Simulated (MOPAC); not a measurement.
# CH$_{4}$F$_{2}$O$_{2}$Si: geometry relaxation (part 2 of 2)

Continued. System: CH$_{4}$F$_{2}$O$_{2}$Si, SMILES CO[Si](O)(F)F. Method: AM1, closed shell (MOPAC 23.2.5). The atoms were displaced at random from an optimised geometry.

### Trajectory as extended XYZ (Å, eV, eV/Å), 21 of the 92 frames kept, from step=0 to step=91
```
10
Properties=species:S:1:pos:R:3:forces:R:3 step=0 energy=-13.85628
C    -0.4919   -1.2168    0.9825    0.5171   1.2861  -1.1827
O     0.4720   -0.4054    0.3211    0.0390  -4.4906   3.1217
Si    0.1413    0.9050   -0.5655   -3.7377   1.0932  -0.6075
O     1.4949    1.4386   -1.2476    3.5665   1.5332  -1.8374
F    -0.9801    0.5655   -1.6365   -0.7753  -0.3528  -0.8880
F    -0.4645    2.0790    0.2854   -0.7442   1.6005   1.2119
H     0.0133   -2.0865    1.3777    0.8833  -1.0596   0.3791
H    -1.2817   -1.5349    0.2744   -0.2459  -0.0787  -0.4926
H    -0.9681   -0.6791    1.8116   -0.1890   0.6558   0.5879
H     2.1306    0.8287   -1.5632    0.6862  -0.1871  -0.2923
10
Properties=species:S:1:pos:R:3:forces:R:3 step=5 energy=-14.50447
C    -0.4961   -1.2246    0.9963   -0.3463  -0.4083  -0.2073
O     0.4902   -0.4776    0.3761    0.3354   0.1977  -0.1665
Si    0.0912    0.9282   -0.5675   -0.2165   0.3082   0.2470
O     1.5544    1.4695   -1.3097   -0.2351   0.2111   0.0806
F    -0.9814    0.5487   -1.6963   -0.0368  -0.0166   0.0387
F    -0.4754    2.1232    0.3438    0.0707  -0.2380  -0.1884
H     0.0161   -2.1380    1.4088   -0.0850   0.0415  -0.0176
H    -1.2857   -1.5359    0.2475    0.1865   0.0498   0.2149
H    -0.9750   -0.6571    1.8294   -0.0425   0.1078   0.1209
H     2.1616    0.8087   -1.5876    0.3695  -0.2531  -0.1222
10
Properties=species:S:1:pos:R:3:forces:R:3 step=9 energy=-14.51367
C    -0.4980   -1.2264    0.9866   -0.0027  -0.0708   0.1331
O     0.4974   -0.4772    0.3704    0.0598  -0.0190  -0.0097
Si    0.0891    0.9338   -0.5604    0.0457   0.0291  -0.0901
O     1.5557    1.4635   -1.3114   -0.1342   0.0738   0.0441
F    -0.9829    0.5440   -1.6867   -0.0410   0.0009   0.0415
F    -0.4803    2.1278    0.3396   -0.0358   0.0169   0.0158
H     0.0085   -2.1390    1.4066   -0.0451   0.0513  -0.0336
H    -1.2833   -1.5377    0.2514   -0.0136   0.0031  -0.0539
H    -0.9739   -0.6509    1.8252    0.0388   0.0087  -0.0382
H     2.1770    0.8049   -1.5830    0.1282  -0.0939  -0.0090
10
Properties=species:S:1:pos:R:3:forces:R:3 step=14 energy=-14.51948
C    -0.4970   -1.2215    0.9728   -0.0204   0.0297  -0.0299
O     0.5127   -0.4853    0.3599    0.0547   0.0319  -0.0098
Si    0.0970    0.9365   -0.5576   -0.0239   0.0177  -0.0140
O     1.5590    1.4580   -1.3223    0.0511  -0.1219  -0.0053
F    -1.0040    0.5381   -1.6511   -0.0496  -0.0120  -0.0444
F    -0.4949    2.1332    0.3268    0.0457  -0.0357   0.0148
H    -0.0115   -2.1382    1.3971    0.0249  -0.0306   0.0225
H    -1.2765   -1.5259    0.2250   -0.0017   0.0331   0.0192
H    -0.9661   -0.6290    1.8012   -0.0242  -0.0137  -0.0003
H     2.2181    0.7957   -1.5041   -0.0566   0.1014   0.0473
10
Properties=species:S:1:pos:R:3:forces:R:3 step=18 energy=-14.52526
C    -0.4874   -1.2027    0.9583   -0.0559  -0.0145   0.0407
O     0.5370   -0.4755    0.3575   -0.0424  -0.0039   0.0035
Si    0.0888    0.9307   -0.5722   -0.0059   0.0051  -0.0141
O     1.5584    1.4408   -1.3295    0.0231  -0.0985  -0.0281
F    -1.0384    0.5361   -1.6416    0.0337   0.0159  -0.0060
F    -0.4908    2.1159    0.3344    0.0061   0.0205   0.0138
H    -0.0235   -2.1290    1.3871    0.0306   0.0023  -0.0124
H    -1.2678   -1.4865    0.2039    0.0111  -0.0083  -0.0112
H    -0.9629   -0.6082    1.7829    0.0277  -0.0021   0.0002
H     2.2655    0.8049   -1.3639   -0.0281   0.0834   0.0134
10
Properties=species:S:1:pos:R:3:forces:R:3 step=23 energy=-14.52903
C    -0.4877   -1.2106    0.9686    0.0331  -0.0401  -0.0034
O     0.5257   -0.4703    0.3656    0.0283   0.0186   0.0228
Si    0.0874    0.9323   -0.5715    0.0087  -0.0222  -0.0542
O     1.5438    1.4204   -1.3677   -0.1166   0.0656   0.0327
F    -1.0267    0.5560   -1.6585   -0.0579  -0.0068  -0.0246
F    -0.4893    2.1126    0.3433    0.0130   0.0335   0.0160
H    -0.0075   -2.1368    1.3820    0.0055   0.0029  -0.0164
H    -1.2672   -1.4948    0.2146   -0.0353  -0.0059   0.0112
H    -0.9544   -0.6317    1.8072   -0.0176   0.0204   0.0029
H     2.2949    0.8518   -1.2783    0.1389  -0.0660   0.0131
10
Properties=species:S:1:pos:R:3:forces:R:3 step=27 energy=-14.53114
C    -0.4822   -1.2133    0.9710   -0.0087  -0.0039  -0.0027
O     0.5268   -0.4649    0.3701   -0.0242   0.0011   0.0035
Si    0.0830    0.9283   -0.5798   -0.0117  -0.0116  -0.0225
O     1.5427    1.4078   -1.3742    0.0596  -0.0502   0.0434
F    -1.0402    0.5674   -1.6635   -0.0141  -0.0116   0.0043
F    -0.4833    2.1102    0.3404    0.0139   0.0154   0.0000
H     0.0010   -2.1426    1.3728    0.0101   0.0070  -0.0054
H    -1.2697   -1.4930    0.2227    0.0058   0.0043  -0.0041
H    -0.9489   -0.6405    1.8151    0.0159   0.0011  -0.0016
H     2.3197    0.8849   -1.2077   -0.0466   0.0485  -0.0149
10
Properties=species:S:1:pos:R:3:forces:R:3 step=32 energy=-14.53195
C    -0.4795   -1.2175    0.9703    0.0105  -0.0002   0.0059
O     0.5225   -0.4623    0.3675    0.0134   0.0062   0.0031
Si    0.0789    0.9268   -0.5860   -0.0016   0.0044   0.0014
O     1.5461    1.4006   -1.3690   -0.0033   0.0030  -0.0048
F    -1.0540    0.5665   -1.6599    0.0100  -0.0014  -0.0027
F    -0.4737    2.1176    0.3314    0.0018   0.0055  -0.0029
H     0.0116   -2.1471    1.3619   -0.0018  -0.0076  -0.0045
H    -1.2707   -1.4936    0.2253   -0.0121  -0.0016   0.0032
H    -0.9378   -0.6515    1.8234   -0.0059  -0.0034  -0.0019
H     2.3338    0.9135   -1.1592   -0.0110  -0.0049   0.0033
10
Properties=species:S:1:pos:R:3:forces:R:3 step=36 energy=-14.53206
C    -0.4792   -1.2193    0.9702   -0.0028   0.0015  -0.0002
O     0.5216   -0.4613    0.3689   -0.0026   0.0009   0.0038
Si    0.0778    0.9279   -0.5849   -0.0001   0.0002   0.0014
O     1.5443    1.4009   -1.3696    0.0000  -0.0027   0.0021
F    -1.0514    0.5645   -1.6613   -0.0034   0.0013   0.0000
F    -0.4716    2.1213    0.3311   -0.0055   0.0009  -0.0043
H     0.0126   -2.1506    1.3572    0.0007  -0.0011  -0.0005
H    -1.2729   -1.4944    0.2270    0.0057   0.0079  -0.0016
H    -0.9377   -0.6562    1.8252    0.0029  -0.0067   0.0019
H     2.3297    0.9107   -1.1592    0.0050  -0.0023  -0.0027
10
Properties=species:S:1:pos:R:3:forces:R:3 step=41 energy=-14.53276
C    -0.4741   -1.2331    0.9590    0.0007   0.0060  -0.0010
O     0.5231   -0.4444    0.3922   -0.0118   0.0217   0.0086
Si    0.0733    0.9317   -0.5779    0.0102   0.0034  -0.0164
O     1.5429    1.3871   -1.3652    0.0361   0.0008  -0.0178
F    -1.0565    0.5549   -1.6494   -0.0016  -0.0075   0.0108
F    -0.4688    2.1521    0.3060   -0.0122  -0.0137   0.0155
H     0.0183   -2.1845    1.2926   -0.0029  -0.0030  -0.0095
H    -1.2747   -1.4637    0.2083   -0.0032  -0.0084   0.0020
H    -0.9231   -0.7161    1.8473   -0.0039  -0.0012   0.0100
H     2.3269    0.8963   -1.1492   -0.0114   0.0019  -0.0023
10
Properties=species:S:1:pos:R:3:forces:R:3 step=46 energy=-14.53411
C    -0.4708   -1.2466    0.9436    0.0213   0.0042   0.0178
O     0.5196   -0.4086    0.4370   -0.0296  -0.0245   0.0058
Si    0.0737    0.9401   -0.5730    0.0057  -0.0011   0.0083
O     1.5460    1.3694   -1.3720    0.0084  -0.0131   0.0043
F    -1.0583    0.5410   -1.6342    0.0014  -0.0149   0.0050
F    -0.4721    2.1767    0.2856    0.0061  -0.0011   0.0018
H     0.0226   -2.2248    1.1921    0.0020   0.0528  -0.0138
H    -1.2774   -1.4186    0.1836   -0.0140   0.0104   0.0135
H    -0.9087   -0.8045    1.8785    0.0053  -0.0254  -0.0400
H     2.3212    0.8644   -1.1567   -0.0067   0.0128  -0.0026
10
Properties=species:S:1:pos:R:3:forces:R:3 step=50 energy=-14.53517
C    -0.4657   -1.2617    0.9270    0.0003   0.0006   0.0027
O     0.5092   -0.3779    0.4728   -0.0044  -0.0044   0.0107
Si    0.0706    0.9475   -0.5688    0.0006   0.0008   0.0100
O     1.5462    1.3474   -1.3761   -0.0038   0.0059  -0.0066
F    -1.0639    0.5231   -1.6173   -0.0031   0.0002  -0.0050
F    -0.4642    2.2079    0.2615    0.0043  -0.0055  -0.0060
H     0.0412   -2.2499    1.0904   -0.0115   0.0059  -0.0035
H    -1.2889   -1.3796    0.1744    0.0070  -0.0030   0.0004
H    -0.8900   -0.8974    1.9000    0.0080  -0.0012  -0.0043
H     2.3247    0.8637   -1.1277    0.0026   0.0007   0.0016
10
Properties=species:S:1:pos:R:3:forces:R:3 step=55 energy=-14.53530
C    -0.4642   -1.2673    0.9221    0.0041   0.0011   0.0004
O     0.5050   -0.3668    0.4894    0.0000   0.0014  -0.0018
Si    0.0701    0.9483   -0.5666   -0.0002  -0.0024  -0.0055
O     1.5449    1.3401   -1.3798    0.0073  -0.0061   0.0037
F    -1.0648    0.5203   -1.6134    0.0027  -0.0032   0.0026
F    -0.4614    2.2170    0.2528    0.0019   0.0024   0.0023
H     0.0457   -2.2584    1.0547   -0.0057  -0.0002   0.0006
H    -1.2911   -1.3675    0.1711    0.0014   0.0008   0.0009
H    -0.8827   -0.9310    1.9074   -0.0010  -0.0023  -0.0006
H     2.3264    0.8665   -1.1205   -0.0105   0.0085  -0.0027
10
Properties=species:S:1:pos:R:3:forces:R:3 step=59 energy=-14.53533
C    -0.4635   -1.2696    0.9196   -0.0014  -0.0023   0.0002
O     0.5029   -0.3620    0.4957    0.0035   0.0005   0.0000
Si    0.0695    0.9489   -0.5662    0.0011   0.0004   0.0005
O     1.5443    1.3369   -1.3808    0.0007  -0.0009  -0.0011
F    -1.0658    0.5173   -1.6111    0.0004  -0.0012   0.0003
F    -0.4587    2.2217    0.2489   -0.0004  -0.0010   0.0006
H     0.0471   -2.2619    1.0385   -0.0002  -0.0005  -0.0001
H    -1.2926   -1.3617    0.1701   -0.0015   0.0010  -0.0004
H    -0.8794   -0.9462    1.9103   -0.0010   0.0018   0.0005
H     2.3273    0.8706   -1.1142   -0.0012   0.0023  -0.0005
10
Properties=species:S:1:pos:R:3:forces:R:3 step=64 energy=-14.53534
C    -0.4661   -1.2650    0.9229   -0.0001  -0.0004   0.0018
O     0.5064   -0.3693    0.4874   -0.0002   0.0001   0.0000
Si    0.0710    0.9468   -0.5674   -0.0010   0.0009  -0.0001
O     1.5435    1.3416   -1.3830   -0.0031   0.0039  -0.0003
F    -1.0643    0.5193   -1.6139    0.0001  -0.0010   0.0003
F    -0.4599    2.2131    0.2562    0.0017  -0.0010  -0.0019
H     0.0404   -2.2570    1.0614   -0.0021   0.0010   0.0000
H    -1.2917   -1.3666    0.1706    0.0005  -0.0001   0.0011
H    -0.8860   -0.9228    1.9056    0.0004  -0.0017  -0.0011
H     2.3293    0.8808   -1.1152    0.0037  -0.0016   0.0002
10
Properties=species:S:1:pos:R:3:forces:R:3 step=68 energy=-14.53535
C    -0.4654   -1.2673    0.9208   -0.0007   0.0003  -0.0013
O     0.5046   -0.3652    0.4928    0.0013   0.0015  -0.0011
Si    0.0705    0.9475   -0.5667    0.0006  -0.0016  -0.0008
O     1.5433    1.3393   -1.3833   -0.0014   0.0016  -0.0001
F    -1.0649    0.5173   -1.6119   -0.0001  -0.0008   0.0000
F    -0.4585    2.2174    0.2524   -0.0007   0.0014   0.0009
H     0.0424   -2.2600    1.0477    0.0021  -0.0033   0.0003
H    -1.2927   -1.3622    0.1698   -0.0021   0.0003  -0.0009
H    -0.8830   -0.9361    1.9081   -0.0016   0.0012   0.0033
H     2.3292    0.8801   -1.1131    0.0026  -0.0007  -0.0003
10
Properties=species:S:1:pos:R:3:forces:R:3 step=73 energy=-14.53535
C    -0.4656   -1.2672    0.9209   -0.0001  -0.0001  -0.0001
O     0.5047   -0.3654    0.4927    0.0001   0.0004   0.0002
Si    0.0707    0.9475   -0.5667    0.0001  -0.0005  -0.0005
O     1.5432    1.3395   -1.3834   -0.0011   0.0012   0.0000
F    -1.0647    0.5172   -1.6119    0.0001  -0.0004   0.0000
F    -0.4585    2.2172    0.2526    0.0000  -0.0001  -0.0001
H     0.0421   -2.2600    1.0480   -0.0001  -0.0004   0.0002
H    -1.2929   -1.3621    0.1698   -0.0007   0.0000   0.0002
H    -0.8833   -0.9356    1.9081    0.0002   0.0003   0.0003
H     2.3294    0.8806   -1.1135    0.0016  -0.0004  -0.0001
10
Properties=species:S:1:pos:R:3:forces:R:3 step=77 energy=-14.53535
C    -0.4661   -1.2663    0.9216    0.0001  -0.0004   0.0010
O     0.5052   -0.3670    0.4909   -0.0003  -0.0003   0.0000
Si    0.0710    0.9471   -0.5669   -0.0007   0.0007   0.0001
O     1.5432    1.3408   -1.3835   -0.0014   0.0018   0.0001
F    -1.0644    0.5175   -1.6124    0.0002  -0.0003   0.0001
F    -0.4588    2.2156    0.2539    0.0006  -0.0009  -0.0011
H     0.0408   -2.2591    1.0527   -0.0012   0.0013  -0.0001
H    -1.2929   -1.3632    0.1701    0.0003   0.0000   0.0007
H    -0.8845   -0.9309    1.9073    0.0009  -0.0010  -0.0011
H     2.3297    0.8818   -1.1147    0.0014  -0.0010   0.0002
10
Properties=species:S:1:pos:R:3:forces:R:3 step=82 energy=-14.53535
C    -0.4661   -1.2668    0.9212    0.0001   0.0003   0.0002
O     0.5049   -0.3663    0.4920   -0.0002  -0.0002   0.0001
Si    0.0710    0.9472   -0.5668    0.0001  -0.0005   0.0002
O     1.5431    1.3406   -1.3835    0.0001   0.0003   0.0000
F    -1.0644    0.5170   -1.6120   -0.0001  -0.0003  -0.0005
F    -0.4585    2.2164    0.2532   -0.0004   0.0002   0.0000
H     0.0410   -2.2597    1.0500    0.0000  -0.0002   0.0001
H    -1.2933   -1.3623    0.1700   -0.0005   0.0001  -0.0001
H    -0.8839   -0.9335    1.9078    0.0006   0.0002   0.0001
H     2.3297    0.8817   -1.1147    0.0003  -0.0001  -0.0001
10
Properties=species:S:1:pos:R:3:forces:R:3 step=86 energy=-14.53534
C    -0.4672   -1.2648    0.9232   -0.0010  -0.0023  -0.0003
O     0.5062   -0.3702    0.4873    0.0019   0.0026  -0.0003
Si    0.0716    0.9464   -0.5673   -0.0008   0.0014  -0.0009
O     1.5432    1.3441   -1.3831   -0.0010   0.0002  -0.0002
F    -1.0636    0.5179   -1.6135    0.0011   0.0002   0.0006
F    -0.4592    2.2129    0.2561    0.0003  -0.0013  -0.0012
H     0.0381   -2.2573    1.0615   -0.0010  -0.0001   0.0000
H    -1.2932   -1.3655    0.1712    0.0004   0.0003   0.0005
H    -0.8864   -0.9223    1.9060    0.0003  -0.0003   0.0009
H     2.3298    0.8827   -1.1186   -0.0001  -0.0007   0.0008
10
Properties=species:S:1:pos:R:3:forces:R:3 step=91 energy=-14.53535
C    -0.4664   -1.2662    0.9218    0.0001   0.0001   0.0000
O     0.5053   -0.3675    0.4906   -0.0001   0.0000   0.0000
Si    0.0712    0.9470   -0.5669    0.0001  -0.0001   0.0001
O     1.5432    1.3419   -1.3833    0.0004  -0.0003   0.0001
F    -1.0641    0.5172   -1.6125    0.0001  -0.0002  -0.0003
F    -0.4587    2.2154    0.2540   -0.0005   0.0001  -0.0001
H     0.0400   -2.2591    1.0533    0.0001   0.0000  -0.0001
H    -1.2934   -1.3631    0.1705   -0.0004   0.0002   0.0000
H    -0.8845   -0.9303    1.9074    0.0005   0.0001   0.0002
H     2.3296    0.8816   -1.1163   -0.0003   0.0001   0.0000
```

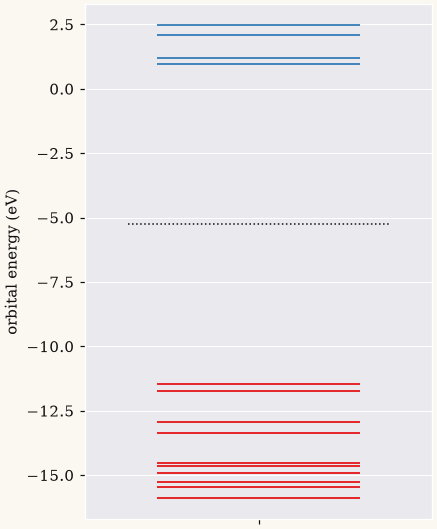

Figure 1. Orbital energies near the frontier; the dotted line parts filled from empty levels, and levels within 0.02 eV of each other stand side by side. Highest filled −11.46 eV, lowest empty 0.95 eV, 12.41 eV apart.

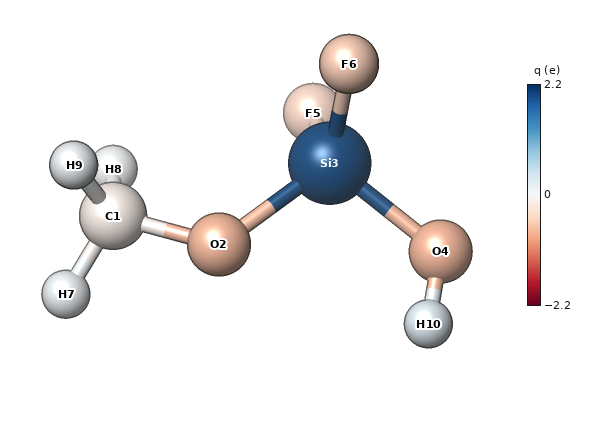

Figure 2. Mulliken charges, as the colour of each atom (ball-and-stick view, seen at a tilt; atoms are numbered from 1 in the order of the input). By element: C −0.15, O −0.76 to −0.71, Si +2.06, F −0.53 and H +0.08 to +0.29 e.

This output came from the following input.

### Input (job.mop)
```
AM1 MULLIK GNORM=0.02 DISP CYCLES=300 GRADIENTS AUX(PRECISION=6) THREADS=1
optimise of CH4F2O2Si

C -0.491889 1 -1.216844 1 0.982460 1
O 0.471982 1 -0.405403 1 0.321149 1
Si 0.141314 1 0.905006 1 -0.565496 1
O 1.494935 1 1.438578 1 -1.247617 1
F -0.980075 1 0.565525 1 -1.636549 1
F -0.464527 1 2.078995 1 0.285450 1
H 0.013343 1 -2.086540 1 1.377655 1
H -1.281714 1 -1.534861 1 0.274416 1
H -0.968076 1 -0.679139 1 1.811637 1
H 2.130640 1 0.828665 1 -1.563171 1
```

Launch command:
```bash
mopac job.mop
```

### Summary

| quantity | value |
| --- | --- |
| outcome | converged |
| total energy | −69.260371 hartree |
| dispersion energy | 0.000000 hartree |
| heat of formation | −335.19 kcal/mol |
| basis functions | 28 |
| largest force | 0.001 eV/Å |
| HOMO | −11.46 eV |
| LUMO | 0.95 eV |
| dipole moment | 1.89 D |
| hardware | 1 thread of Intel Xeon (Sapphire Rapids), 64 GiB of memory available, shared host |
| peak memory | 0.071 GiB |

Notes on the run: HEAT OF FORMATION IS ESSENTIALLY STATIONARY. MOPAC's energies along a path are heats of formation.
